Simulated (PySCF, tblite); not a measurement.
**C4H11ClP2Si: geometry, infrared bands and NMR shifts**

What infrared bands and NMR shifts should C4H11ClP2Si (`C=CCC[Si](P)(P)Cl`) show?

Computed with tblite 0.8.0 and PySCF 2.14.0, with density-fitted response routines of our own, on a single molecule in the gas phase. Atoms are numbered from 0 throughout.

## 1. Starting geometry

19 atoms, charge 0, multiplicity 1; geometry from: force field or distance geometry start.

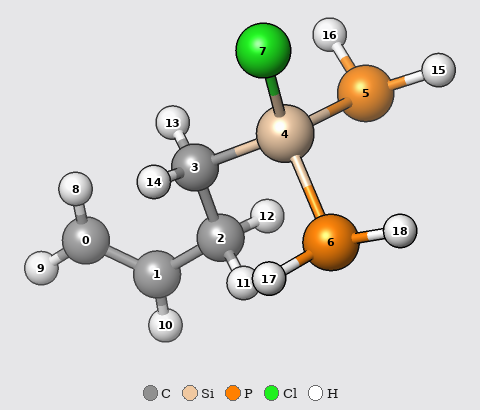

As it starts; carbon grey, silicon light orange, phosphorus orange, chlorine green, hydrogen white, atoms numbered.

## 2. Optimising the geometry with GFN2-xTB

Job settings and geometry (Å):

```
{"job": {"kind": "relax", "xc": "GFN2-xTB", "basis": "xTB"}, "charge": 0, "multiplicity": 1}
C      2.947000    -0.017100     0.692400
C      2.353700     0.265700    -0.500800
C      0.866200     0.203900    -0.554500
C      0.234500    -0.154700     0.765200
Si    -1.618500    -0.157600     0.414700
P     -1.982100    -1.844600    -0.971100
P     -1.930000     1.774500    -0.665000
Cl    -2.762300    -0.256300     2.123600
H      2.362200    -0.269900     1.574600
H      4.019300     0.035500     0.698600
H      2.963400     0.509200    -1.358100
H      0.511400     1.201900    -0.899600
H      0.527500    -0.596200    -1.254100
H      0.583500    -1.150900     1.097500
H      0.365100     0.642900     1.538300
H     -3.357100    -1.902000    -1.371400
H     -1.483900    -3.090400    -0.418000
H     -1.322300     2.809100     0.107500
H     -3.287300     2.006100    -1.027200
```

On the command line:

```sh
OMP_NUM_THREADS=1 python probes_run.py task.json out
```

This one command runs all jobs of the session in turn.

**Question.** This job is followed by: GFN2-xTB harmonic vibrations, gas phase; GIAO PBE0/pcSseg-1 NMR shielding, non-relativistic, gas phase. Predict these results of the whole session: strongest single infrared mode (GFN2-xTB); zero-point energy (GFN2-xTB); ¹³C shifts against TMS (PBE0/pcSseg-1); ¹H shifts against TMS (PBE0/pcSseg-1, means over atoms taken as alike); ²⁹Si shifts against TMS (PBE0/pcSseg-1); ³¹P shifts against H3PO4 (PBE0/pcSseg-1, means over atoms taken as alike); ³⁵Cl shifts against HCl (PBE0/pcSseg-1).

**Answer**, as computed:

| quantity | value |
| --- | --- |
| strongest single infrared mode (GFN2-xTB) | 2378 cm⁻¹, 158 km/mol |
| zero-point energy (GFN2-xTB) | 84.3 kcal/mol |
| ¹³C shifts against TMS (PBE0/pcSseg-1) | 147.7, 117.7, 31.8, 21.8 ppm |
| ¹H shifts against TMS (PBE0/pcSseg-1, means over atoms taken as alike) | 6.50, 5.37, 5.33, 2.21, 1.58, 1.23 ppm |
| ²⁹Si shifts against TMS (PBE0/pcSseg-1) | 51.4 ppm |
| ³¹P shifts against H3PO4 (PBE0/pcSseg-1, means over atoms taken as alike) | -253.5 ppm |
| ³⁵Cl shifts against HCl (PBE0/pcSseg-1) | 95 ppm |

What this shows: The optimisation took 100 steps and gained 1.781 eV; among the close pairs (by a distance rule), P5–H16 changed most, from 1.451 to 1.385 Å. No mode is imaginary among the 51: a minimum at this level. The strongest single mode, at 2378 cm⁻¹, is spread over several atoms, H15, H16, H18, H17 among them. GFN2-xTB is a fitted tight-binding method: band positions and strengths are rough. Its intensities can rank the bands wrongly. The most deshielded carbon is C1 (alkene CH), at 147.7 ppm: as expected for a trigonal carbon in a double bond. H10 (hydrogen on an alkene CH) lies farthest downfield among hydrogen, at 6.50 ppm; attached to an sp2 carbon and in the plane of the double bond. At PBE0/pcSseg-1: The largest span, 239 ppm, is at C1, where the paramagnetic term is -214 ppm.
